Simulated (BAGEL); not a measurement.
**Cl2 (chlorine): HF/6-31G(d) (density fitting with cc-pvqz-jkfit, spherical functions)**

What is the electronic atomisation energy of Cl2 (chlorine) at HF/6-31G* (density fitting with cc-pvqz-jkfit, spherical functions)? 

The calculation is run with BAGEL 1.2.2.

8 further runs of the same task are left out: 8 set aside as unsound or not needed.

### Step 1. The molecule

Cl2: 2 atoms, total charge 0, spin state singlet. SMILES: `ClCl`. The coordinates come from a PBE0-D4/def2-TZVP relaxation.

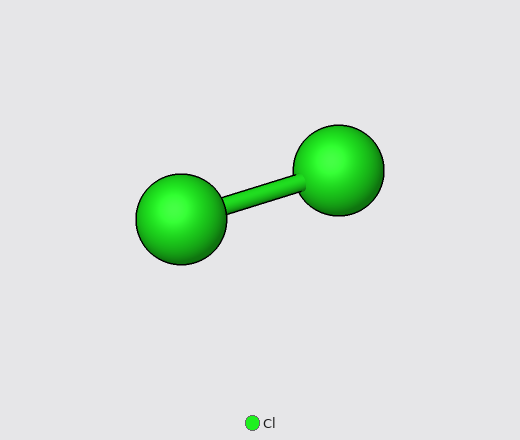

The structure, seen from a chosen angle (chlorine green).

### Step 2. A single-point energy at HF/6-31G(d) (density fitting with cc-pvqz-jkfit, spherical functions)

The input, job.json:

```json
{ "bagel" : [

{
  "title" : "molecule",
  "basis" : "6-31gs.json",
  "df_basis" : "cc-pvqz-jkfit",
  "angstrom" : "true",
  "geometry" : [
    { "atom" : "Cl", "xyz" : [    0.845690,   -0.281600,    0.433600 ] },
    { "atom" : "Cl", "xyz" : [   -0.845690,    0.281600,   -0.433600 ] }
  ]
},
{ "title" : "hf" },
{ "title" : "print", "file" : "orbitals.molden", "orbitals" : "true" }

]}
```

The basis set 6-31G* is read from a file made from the Basis Set Exchange's data (not shown).

Started as:

```console
BAGEL_NUM_THREADS=1 BAGEL job.json > job.out
```

Output:

```text
* using 1 threads per process

  ===============================================================
  ===============================================================

  *** Geometry ***

  { "atom" : "Cl", "xyz" : [      1.598122,     -0.532147,      0.819385 ] },
  { "atom" : "Cl", "xyz" : [     -1.598122,      0.532147,     -0.819385 ] },

  Number of auxiliary basis functions:      296

  Since a DF basis is specified, we compute 2- and 3-index integrals:
    o Being stored without compression. Storage requirement is 0.003 GB

  Number of basis functions:       36
  Number of electrons      :       34

    * METHOD: MOLECULE                             0.05

  *** RHF ***

  === Nuclear Repulsion ===
    77.1441325765

      * DIIS with orbital gradients will be used.

  === RHF iteration (6-31gs.json) ===
      0       -918.89859197          0.00936158           0.01
      1       -918.90832249          0.00265472           0.01
      2       -918.90915675          0.00066916           0.01
      3       -918.90923771          0.00005093           0.01
      4       -918.90923843          0.00000915           0.01
      5       -918.90923846          0.00000127           0.01
      6       -918.90923846          0.00000017           0.01
      7       -918.90923846          0.00000001           0.01
      8       -918.90923846          0.00000000           0.01
    * SCF iteration converged.

    * Permanent dipole moment:
           (   -0.000000,     0.000000,     0.000000) a.u.

    * METHOD: HF                                   0.13

    * METHOD: PRINT                                0.00

  ===============================================================
```

Run time: 0.45 s. Hardware: 1 thread of Arm Neoverse V2, shared host.

### Step 3. The Cl atom at the same level

The input, job.json:

```json
{ "bagel": [

{
  "title": "molecule",
  "basis": "6-31gs.json",
  "df_basis": "cc-pvqz-jkfit",
  "angstrom": true,
  "geometry": [
    { "atom": "Cl", "xyz": [       0.000000,       0.000000,       0.000000 ] }
  ]
},

{ "title": "uhf", "nopen": 1 },

{ "title": "print", "file": "orbitals.molden", "orbitals": true }

]}
```

The basis set 6-31G* is read from a file made from the Basis Set Exchange's data (not shown).

Run the same way, it converges to -459.44651 Eh (log not shown).

### Step 4. Outcome

At HF/6-31G* (density fitting with cc-pvqz-jkfit, spherical functions):

| quantity | value |
| --- | --- |
| molecule: total energy | -918.90924 Eh |
| molecule: dipole moment | 0.00 D |
| molecule: HOMO energy | -12.18 eV |
| molecule: LUMO energy | 1.00 eV |
| molecule: HOMO–LUMO gap | 13.18 eV |
| Cl atom: total energy | -459.44651 Eh |
| Cl atom: dipole moment | 0.00 D |
| Cl atom: ⟨S²⟩ | 0.755 |
| electronic atomisation energy | 0.442 eV |

**Reading.** Taking the molecule apart into free atoms costs 0.44 eV (10.2 kcal/mol), before zero-point energy and without spin-orbit coupling. Hartree–Fock lacks the correlation of the bonding pairs, which as a rule makes this value much too low; in minimal bases other errors can mask that.
